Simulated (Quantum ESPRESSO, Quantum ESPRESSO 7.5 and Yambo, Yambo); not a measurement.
# Diamond (Fd-3m, 2 atoms a cell): G0W0 with Yambo, start to end

Aim: the G0W0 gap of Diamond (Fd-3m, 2 atoms a cell) on PBE, step by step.

Program: Quantum ESPRESSO 7.5 and Yambo 5.3.0. Level of theory: PBE and many-body steps on it, plane waves. Results are calculated unless marked as measured.

**What was measured.**

- Gap 5.5 eV: band gap, experimental literature value; bulk crystal (quoted in “Fermi level pinning by defects can explain the large reported carbon 1s binding energy variations in diamond”, 2019, arxiv:1902.02958).

- Gap 5.47 eV: experimental band gap used as input; bulk crystal (quoted in “Enhanced Electron Emission Performance and Air‐Surface Stability in ScO‐Terminated Diamond for Thermionic Energy Converters”, 2024, pmc:11600692).

### Step 1. Starting point

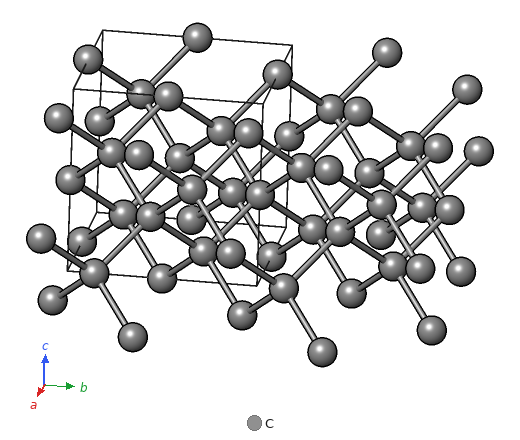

The cell as given, slightly off an axis (carbon grey). 2×2×1 cells are drawn. This picture shows the conventional cell, with its axes. Some periodic images of atoms are drawn too.

The cell and positions come from the Crystallography Open Database and are kept as given unless a step says otherwise.

### Step 2. Ground state

This step: Quantum ESPRESSO 7.5; DFT, PBE, plane waves, norm-conserving pseudopotentials.

The ground-state density comes first.

Contents of pw.in:

```
&control
  calculation = 'scf'
  prefix = 'x'
  outdir = 'o'
  pseudo_dir = 'pseudo'
/
&system
  ibrav = 0
  nat = 2
  ntyp = 1
  ecutwfc = 74.0
  nbnd = 9
  force_symmorphic = .true.
/
&electrons
  conv_thr = 1e-10
  electron_maxstep = 80
  mixing_beta = 0.5
/
ATOMIC_SPECIES
  C 12.011 C.upf
CELL_PARAMETERS angstrom
  -0.0000000000 1.7833700000 1.7833700000
  1.7833700000 -0.0000000000 1.7833700000
  1.7833700000 1.7833700000 0.0000000000
ATOMIC_POSITIONS crystal
  C 0.0000000000 0.0000000000 0.0000000000
  C 0.2500000000 0.2500000000 0.2500000000
K_POINTS automatic
  10 10 10 0 0 0
```

Run with:

```
OMP_NUM_THREADS=1 mpirun -n 4 pw.x -nk 4 -in pw.in > pw.out
```

The program printed:

```text
Program PWSCF v.7.5 starts

     This program is part of the open-source Quantum ESPRESSO suite
     for quantum simulation of materials; please cite
         "P. Giannozzi et al., J. Phys.:Condens. Matter 21 395502 (2009);
         "P. Giannozzi et al., J. Phys.:Condens. Matter 29 465901 (2017);
         "P. Giannozzi et al., J. Chem. Phys. 152 154105 (2020);
     in publications or presentations arising from this work. More details at
     Message from routine setup:
     using ibrav=0 with symmetry is DISCOURAGED, use correct ibrav instead

     G-vector sticks info

     bravais-lattice index     =            0
     lattice parameter (alat)  =       4.7660  a.u.
     unit-cell volume          =      76.5510 (a.u.)^3
     number of atoms/cell      =            2
     number of atomic types    =            1
     number of electrons       =         8.00
     number of Kohn-Sham states=            9
     kinetic-energy cutoff     =      74.0000  Ry
     charge density cutoff     =     296.0000  Ry
     scf convergence threshold =      1.0E-10
     mixing beta               =       0.5000
     number of iterations used =            8  plain     mixing
     Exchange-correlation= PBE
                           (   1   4   3   4   0   0   0)

     celldm(1)=   4.766014  celldm(2)=   0.000000  celldm(3)=   0.000000
     celldm(4)=   0.000000  celldm(5)=   0.000000  celldm(6)=   0.000000

     crystal axes: (cart. coord. in units of alat)
               a(1) = (  -0.000000   0.707107   0.707107 )
               a(2) = (   0.707107  -0.000000   0.707107 )
               a(3) = (   0.707107   0.707107   0.000000 )

     reciprocal axes: (cart. coord. in units 2 pi/alat)
               b(1) = ( -0.707107  0.707107  0.707107 )
               b(2) = (  0.707107 -0.707107  0.707107 )
               b(3) = (  0.707107  0.707107 -0.707107 )
     Pseudo is Norm-conserving + core correction, Zval =  4.0
     Generated using ONCVPSP code by D. R. Hamann
     Using radial grid of 1248 points,  4 beta functions with:
     C                 4.00    12.01100     C ( 1.00)

     24 Sym. Ops. (no inversion) found

   Cartesian axes

     site n.     atom                  positions (alat units)
         1        C      tau(   1) = (   0.0000000   0.0000000   0.0000000  )
         2        C      tau(   2) = (   0.3535534   0.3535534   0.3535534  )

     number of k points=    47
                       cart. coord. in units 2pi/alat
        k(    1) = (   0.0000000   0.0000000   0.0000000), wk =   0.0020000
        k(    2) = (   0.0707107   0.0707107  -0.0707107), wk =   0.0160000
        k(    3) = (   0.1414214   0.1414214  -0.1414214), wk =   0.0160000
        k(    4) = (   0.2121320   0.2121320  -0.2121320), wk =   0.0160000
        k(    5) = (   0.2828427   0.2828427  -0.2828427), wk =   0.0160000
        k(    6) = (  -0.3535534  -0.3535534   0.3535534), wk =   0.0080000
        k(    7) = (   0.1414214  -0.0000000   0.0000000), wk =   0.0120000
        k(    8) = (   0.2121320   0.0707107  -0.0707107), wk =   0.0480000
        k(    9) = (   0.2828427   0.1414214  -0.1414214), wk =   0.0480000
        k(   10) = (   0.3535534   0.2121320  -0.2121320), wk =   0.0480000
     [... 35 further rows ...]
        k(   46) = (  -0.0707107  -0.3535534   0.6363961), wk =   0.0480000
        k(   47) = (  -0.7071068   0.2828427   0.0000000), wk =   0.0240000

     Dense  grid:     6615 G-vectors     FFT dimensions: (  27,  27,  27)

     Initial potential from superposition of free atoms

     starting charge       7.9999, renormalised to       8.0000
     Starting wfcs are    8 randomized atomic wfcs +    1 random wfcs

     per-process dynamical memory:     9.0 Mb

     Self-consistent Calculation

     iteration #  1     ecut=    74.00 Ry     beta= 0.50

     total energy              =     -24.07578109 Ry
     estimated scf accuracy    <       0.11539985 Ry

     iteration #  2     ecut=    74.00 Ry     beta= 0.50

     total energy              =     -24.07376405 Ry
     estimated scf accuracy    <       0.01688628 Ry

     iteration #  3     ecut=    74.00 Ry     beta= 0.50

     total energy              =     -24.07527947 Ry
     estimated scf accuracy    <       0.00018081 Ry

     iteration #  4     ecut=    74.00 Ry     beta= 0.50

     total energy              =     -24.07530937 Ry
     estimated scf accuracy    <       0.00000629 Ry

     iteration #  5     ecut=    74.00 Ry     beta= 0.50

     total energy              =     -24.07531040 Ry
     estimated scf accuracy    <       0.00000023 Ry

     iteration #  6     ecut=    74.00 Ry     beta= 0.50

     total energy              =     -24.07531036 Ry
     estimated scf accuracy    <       0.00000013 Ry

     iteration #  7     ecut=    74.00 Ry     beta= 0.50

     total energy              =     -24.07531038 Ry
     estimated scf accuracy    <          8.4E-09 Ry

     iteration #  8     ecut=    74.00 Ry     beta= 0.50

     End of self-consistent calculation

          k = 0.0000 0.0000 0.0000 (   869 PWs)   bands (ev):

    -8.1303  13.3585  13.3585  13.3585  18.9841  18.9841  18.9841  26.6878
    32.6551

          k = 0.0707 0.0707-0.0707 (   845 PWs)   bands (ev):

    -7.8537  11.6837  12.9120  12.9120  19.5707  19.5707  19.9297  26.9242
    33.0996

          k = 0.1414 0.1414-0.1414 (   833 PWs)   bands (ev):

    -7.0288   8.4748  12.0326  12.0326  20.7046  20.7046  21.1406  27.5827
    33.8681

          k = 0.2121 0.2121-0.2121 (   827 PWs)   bands (ev):

     [... further k-points ...]

     highest occupied, lowest unoccupied level (ev):    13.3585   17.5877

!    total energy              =     -24.07531038 Ry
     estimated scf accuracy    <          4.7E-12 Ry

     The total energy is the sum of the following terms:
     one-electron contribution =       8.24760034 Ry
     hartree contribution      =       1.93189067 Ry
     xc contribution           =      -8.68011289 Ry
     ewald contribution        =     -25.57468850 Ry

     convergence has been achieved in   8 iterations

     XML data file, charge density, pseudopotentials, collected wavefunctions

=------------------------------------------------------------------------------=
   JOB DONE.
=------------------------------------------------------------------------------=
```

Elapsed: 2.1 s, on 4 MPI ranks of Arm Neoverse V1, shared host; peak memory 0.18 GiB; 8 s of CPU time.

This step gave:

* total energy: -327.5613 eV
* gap: 4.229 eV
* k of the valence top: 0, 0, 0
* k of the conduction bottom: 0, 0.4, 0.4
* least direct gap: 5.626 eV

The gap is indirect, with the least direct gap 1.40 eV higher.

### Step 3. Bands along the symmetry lines

The cheap functional maps the bands first; the places of the edges decide which points the dearer methods must see.

Contents of pw.in:

```
&control
  calculation = 'bands'
  prefix = 'x'
  outdir = 'o'
  pseudo_dir = 'pseudo'
/
&system
  ibrav = 0
  nat = 2
  ntyp = 1
  ecutwfc = 74.0
  nbnd = 10
  force_symmorphic = .true.
/
&electrons
  conv_thr = 1e-9
  electron_maxstep = 80
  diago_full_acc = .true.
  diago_thr_init = 5e-6
/
ATOMIC_SPECIES
  C 12.011 C.upf
CELL_PARAMETERS angstrom
  -0.0000000000 1.7833700000 1.7833700000
  1.7833700000 -0.0000000000 1.7833700000
  1.7833700000 1.7833700000 0.0000000000
ATOMIC_POSITIONS crystal
  C 0.0000000000 0.0000000000 0.0000000000
  C 0.2500000000 0.2500000000 0.2500000000
K_POINTS crystal
  50
  0.00000000 0.00000000 0.00000000 1
  0.06250000 0.00000000 0.06250000 1
  0.12500000 0.00000000 0.12500000 1
  0.18750000 0.00000000 0.18750000 1
  0.25000000 0.00000000 0.25000000 1
  0.31250000 0.00000000 0.31250000 1
  0.37500000 0.00000000 0.37500000 1
  0.43750000 0.00000000 0.43750000 1
  0.50000000 0.00000000 0.50000000 1
  0.51562500 0.03125000 0.51562500 1
  0.53125000 0.06250000 0.53125000 1
  0.54687500 0.09375000 0.54687500 1
  0.56250000 0.12500000 0.56250000 1
  0.57812500 0.15625000 0.57812500 1
  0.59375000 0.18750000 0.59375000 1
  0.60937500 0.21875000 0.60937500 1
  0.62500000 0.25000000 0.62500000 1
  0.37500000 0.37500000 0.75000000 1
  0.32812500 0.32812500 0.65625000 1
  0.28125000 0.28125000 0.56250000 1
  0.23437500 0.23437500 0.46875000 1
  0.18750000 0.18750000 0.37500000 1
  0.14062500 0.14062500 0.28125000 1
  0.09375000 0.09375000 0.18750000 1
  0.04687500 0.04687500 0.09375000 1
  0.00000000 0.00000000 0.00000000 1
  0.06250000 0.06250000 0.06250000 1
  0.12500000 0.12500000 0.12500000 1
  0.18750000 0.18750000 0.18750000 1
  0.25000000 0.25000000 0.25000000 1
  0.31250000 0.31250000 0.31250000 1
  0.37500000 0.37500000 0.37500000 1
  0.43750000 0.43750000 0.43750000 1
  0.50000000 0.50000000 0.50000000 1
  0.50000000 0.46875000 0.53125000 1
  0.50000000 0.43750000 0.56250000 1
  0.50000000 0.40625000 0.59375000 1
  0.50000000 0.37500000 0.62500000 1
  0.50000000 0.34375000 0.65625000 1
  0.50000000 0.31250000 0.68750000 1
  0.50000000 0.28125000 0.71875000 1
  0.50000000 0.25000000 0.75000000 1
  0.50000000 0.21875000 0.71875000 1
  0.50000000 0.18750000 0.68750000 1
  0.50000000 0.15625000 0.65625000 1
  0.50000000 0.12500000 0.62500000 1
  0.50000000 0.09375000 0.59375000 1
  0.50000000 0.06250000 0.56250000 1
  0.50000000 0.03125000 0.53125000 1
  0.50000000 0.00000000 0.50000000 1
```

The program printed:

```text
[banner, memory and clock lines left out]
Program PWSCF v.7.5 starts

     Atomic positions and unit cell read from directory:
     o/x.save/

     Message from routine setup:
     using ibrav=0 with symmetry is DISCOURAGED, use correct ibrav instead

     G-vector sticks info

     bravais-lattice index     =            0
     lattice parameter (alat)  =       4.7660  a.u.
     unit-cell volume          =      76.5510 (a.u.)^3
     number of atoms/cell      =            2
     number of atomic types    =            1
     number of electrons       =         8.00
     number of Kohn-Sham states=           10
     kinetic-energy cutoff     =      74.0000  Ry
     charge density cutoff     =     296.0000  Ry
     Exchange-correlation= PBE
                           (   1   4   3   4   0   0   0)

     celldm(1)=   4.766014  celldm(2)=   0.000000  celldm(3)=   0.000000
     celldm(4)=   0.000000  celldm(5)=   0.000000  celldm(6)=   0.000000

     crystal axes: (cart. coord. in units of alat)
               a(1) = (  -0.000000   0.707107   0.707107 )
               a(2) = (   0.707107  -0.000000   0.707107 )
               a(3) = (   0.707107   0.707107   0.000000 )

     reciprocal axes: (cart. coord. in units 2 pi/alat)
               b(1) = ( -0.707107  0.707107  0.707107 )
               b(2) = (  0.707107 -0.707107  0.707107 )
               b(3) = (  0.707107  0.707107 -0.707107 )
     Pseudo is Norm-conserving + core correction, Zval =  4.0
     Generated using ONCVPSP code by D. R. Hamann
     Using radial grid of 1248 points,  4 beta functions with:
     C                 4.00    12.01100     C ( 1.00)

     24 Sym. Ops. (no inversion) found

   Cartesian axes

     site n.     atom                  positions (alat units)
         1        C      tau(   1) = (   0.0000000   0.0000000   0.0000000  )
         2        C      tau(   2) = (   0.3535534   0.3535534   0.3535534  )

     number of k points=    50
                       cart. coord. in units 2pi/alat
        k(    1) = (   0.0000000   0.0000000   0.0000000), wk =   0.0400000
        k(    2) = (   0.0000000   0.0883883   0.0000000), wk =   0.0400000
        k(    3) = (   0.0000000   0.1767767   0.0000000), wk =   0.0400000
[...]
[... 38 further rows ...]
        k(   49) = (   0.0441942   0.7071068   0.0000000), wk =   0.0400000
        k(   50) = (   0.0000000   0.7071068   0.0000000), wk =   0.0400000

     Dense  grid:     6615 G-vectors     FFT dimensions: (  27,  27,  27)

     The potential is recalculated from file :
     o/x.save/charge-density

     Starting wfcs are    8 randomized atomic wfcs +    2 random wfcs

     Band Structure Calculation

     End of band structure calculation

          k = 0.0000 0.0000 0.0000 (   869 PWs)   bands (ev):

    -8.1303  13.3585  13.3585  13.3585  18.9841  18.9841  18.9841  26.6878
    32.6551  40.2185

          k = 0.0000 0.0884 0.0000 (   857 PWs)   bands (ev):

    -7.9862  12.8048  12.8048  13.0081  18.8721  19.6614  19.6614  26.7808
    32.9077  37.0016

          k = 0.0000 0.1768 0.0000 (   841 PWs)   bands (ev):

    -7.5547  11.6312  11.6312  12.0337  18.5779  21.2005  21.2005  26.6860
    33.5980  34.2423

          k = 0.0000 0.2652-0.0000 (   833 PWs)   bands (ev):

[...]
k =-0.0000 0.4419 0.0000 (   829 PWs)   bands (ev):

[...]
k = 0.0000 0.5303-0.0000 (   817 PWs)   bands (ev):

[...]
k =-0.0000 0.6187 0.0000 (   810 PWs)   bands (ev):

[...]
k = 0.5303 0.5303-0.0000 (   824 PWs)   bands (ev):

[...]
k = 0.1326 0.7071-0.0000 (   812 PWs)   bands (ev):

[...]
k = 0.0884 0.7071-0.0000 (   814 PWs)   bands (ev):

[...]
k = 0.0442 0.7071 0.0000 (   810 PWs)   bands (ev):

     0.6056   0.6056   6.9628   6.9628  18.3335  18.3335  30.1085  30.1085
    36.5032  36.5032

          k = 0.0000 0.7071 0.0000 (   806 PWs)   bands (ev):

     0.5824   0.5824   7.0432   7.0432  18.1846  18.1846  30.1783  30.1783
    36.5918  36.5918

     XML data file, pseudopotentials, collected wavefunctions
```

Run time: 1.2 s. Hardware: 4 MPI ranks; peak memory 0.05 GiB; 4.6 s of CPU time.

Numbers from this step:

| Quantity | Value |
| --- | --- |
| gap | 4.190 eV |
| k of the valence top | 0, 0, 0 |
| k of the conduction bottom | 0.375, 0, 0.375 |
| least direct gap | 5.626 eV |

The gap is 4.190 eV, −0.039 eV from the run before at this level.

The electronic bands at the labelled points (eV, zero at the top of the highest filled band; v1 is the highest filled band, c1 the lowest empty one):

```
    point      v4      v3     v2     v1     c1     c2     c3     c4
        Γ  -21.49    0.00   0.00   0.00   5.63   5.63   5.63  13.33
        X  -12.78  -12.78  -6.32  -6.32   4.83   4.83  16.82  16.82
        U  -12.99  -11.74  -9.33  -5.38   5.74  10.80  14.39  15.64
jump to K  -12.99  -11.74  -9.33  -5.38   5.74  10.80  14.39  15.64
        Γ  -21.49    0.00   0.00   0.00   5.63   5.63   5.63  13.33
        L  -15.71  -13.39  -2.81  -2.81   8.52   8.52   8.89  15.71
        W  -11.99  -11.99  -8.33  -8.33  10.68  10.68  12.35  12.35
        X  -12.78  -12.78  -6.32  -6.32   4.83   4.83  16.82  16.82
```

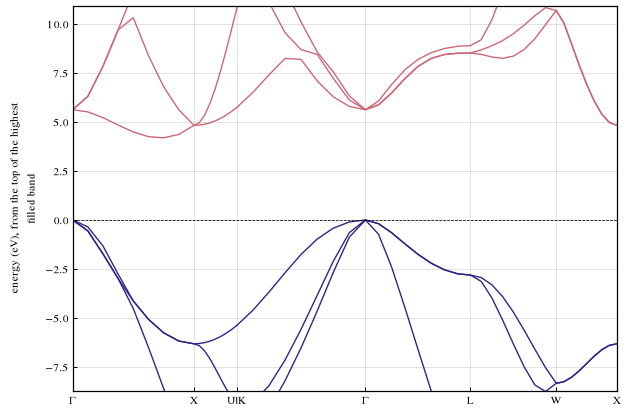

Electronic bands along the path; lines of filled and empty bands in two colours.

### Step 4. Empty states on the mesh, 6×6×6 mesh, 29 bands

The sums over transitions need many empty states on a uniform mesh; this step solves for them.

Contents of pw.in:

```
&control
  calculation = 'nscf'
  prefix = 'x'
  outdir = 'o'
  pseudo_dir = 'pseudo'
/
&system
  ibrav = 0
  nat = 2
  ntyp = 1
  ecutwfc = 74.0
  nbnd = 29
  force_symmorphic = .true.
/
&electrons
  conv_thr = 1e-9
  electron_maxstep = 80
  diago_full_acc = .true.
  diago_thr_init = 5e-6
/
ATOMIC_SPECIES
  C 12.011 C.upf
CELL_PARAMETERS angstrom
  -0.0000000000 1.7833700000 1.7833700000
  1.7833700000 -0.0000000000 1.7833700000
  1.7833700000 1.7833700000 0.0000000000
ATOMIC_POSITIONS crystal
  C 0.0000000000 0.0000000000 0.0000000000
  C 0.2500000000 0.2500000000 0.2500000000
K_POINTS automatic
  6 6 6 0 0 0
```

The program printed:

```text
[banner, memory and clock lines left out]
Program PWSCF v.7.5 starts

     Atomic positions and unit cell read from directory:
     o/x.save/

     Message from routine setup:
     using ibrav=0 with symmetry is DISCOURAGED, use correct ibrav instead

     G-vector sticks info

     bravais-lattice index     =            0
     lattice parameter (alat)  =       4.7660  a.u.
     unit-cell volume          =      76.5510 (a.u.)^3
     number of atoms/cell      =            2
     number of atomic types    =            1
     number of electrons       =         8.00
     number of Kohn-Sham states=           29
     kinetic-energy cutoff     =      74.0000  Ry
     charge density cutoff     =     296.0000  Ry
     Exchange-correlation= PBE
                           (   1   4   3   4   0   0   0)

     celldm(1)=   4.766014  celldm(2)=   0.000000  celldm(3)=   0.000000
     celldm(4)=   0.000000  celldm(5)=   0.000000  celldm(6)=   0.000000

     crystal axes: (cart. coord. in units of alat)
               a(1) = (  -0.000000   0.707107   0.707107 )
               a(2) = (   0.707107  -0.000000   0.707107 )
               a(3) = (   0.707107   0.707107   0.000000 )

     reciprocal axes: (cart. coord. in units 2 pi/alat)
               b(1) = ( -0.707107  0.707107  0.707107 )
               b(2) = (  0.707107 -0.707107  0.707107 )
               b(3) = (  0.707107  0.707107 -0.707107 )
     Pseudo is Norm-conserving + core correction, Zval =  4.0
     Generated using ONCVPSP code by D. R. Hamann
     Using radial grid of 1248 points,  4 beta functions with:
     C                 4.00    12.01100     C ( 1.00)

     24 Sym. Ops. (no inversion) found

   Cartesian axes

     site n.     atom                  positions (alat units)
         1        C      tau(   1) = (   0.0000000   0.0000000   0.0000000  )
         2        C      tau(   2) = (   0.3535534   0.3535534   0.3535534  )

     number of k points=    16
                       cart. coord. in units 2pi/alat
        k(    1) = (   0.0000000   0.0000000   0.0000000), wk =   0.0092593
        k(    2) = (   0.1178511   0.1178511  -0.1178511), wk =   0.0740741
        k(    3) = (   0.2357023   0.2357023  -0.2357023), wk =   0.0740741
[...]
[... 4 further rows ...]
        k(   15) = (  -0.1178511  -0.3535534   0.5892557), wk =   0.2222222
        k(   16) = (  -0.7071068   0.2357023   0.0000000), wk =   0.1111111

     Dense  grid:     6615 G-vectors     FFT dimensions: (  27,  27,  27)

     The potential is recalculated from file :
     o/x.save/charge-density

     Starting wfcs are    8 randomized atomic wfcs +   21 random wfcs

     Band Structure Calculation

     End of band structure calculation

          k = 0.0000 0.0000 0.0000 (   869 PWs)   bands (ev):

    -8.1303  13.3585  13.3585  13.3585  18.9841  18.9841  18.9841  26.6878
    32.6551  40.2185  40.2185  40.9884  40.9884  40.9884  48.1681  60.6130
    60.6130  60.6130  81.5255  81.5255  81.5255  85.7548  85.7548  87.9125
    87.9125  87.9125  92.3830  92.3830  92.3830

          k = 0.1179 0.1179-0.1179 (   830 PWs)   bands (ev):

[...]
88.8027  89.9225  89.9225  97.2442 101.3022

          k = 0.2357 0.2357-0.2357 (   823 PWs)   bands (ev):

[...]
34.3199  36.7661  36.7661  38.6444  52.6120  52.6120  57.2882  57.6784
    57.6784  63.1509  71.6978  71.6978  77.7402  81.1449  81.1449  88.2087
    88.2087  90.9546  91.2942  91.2991  91.2991

          k =-0.3536-0.3536 0.3536 (   832 PWs)   bands (ev):

     [... further k-points ...]

     highest occupied, lowest unoccupied level (ev):    13.3585   17.5657

     XML data file, pseudopotentials, collected wavefunctions
```

Run time: 1.2 s. Hardware: 4 MPI ranks; peak memory 0.05 GiB; 4.6 s of CPU time.

Numbers from this step:

```
gap                                                           : 4.207 eV
k of the valence top                                          : 0, 0, 0
k of the conduction bottom                                    : 0, 0.3333, 0.3333
least direct gap                                              : 5.626 eV
k points computed                                             : 16
lowest point of the top converged band, above the valence top : 77.6833 eV
```

On this mesh the gap is 4.207 eV.

(Continued in part 2 of 2.)

[Paths, hosts, dates, memory and timing lines, banners, echoed tables and standing remarks are left out of the program output.]

[Logs are printed without paths, hosts, clocks, repeated set-up lines and the standing remarks that a program may print on its own settings, such as how far it seeks lower states.]

[Runs of the session that timed out or met a known fault of the program may be left out.]

[Hosts, paths, dates, database ids (printed as entryN), source tags and the programs' standing remarks are cut or masked in the printed files.]
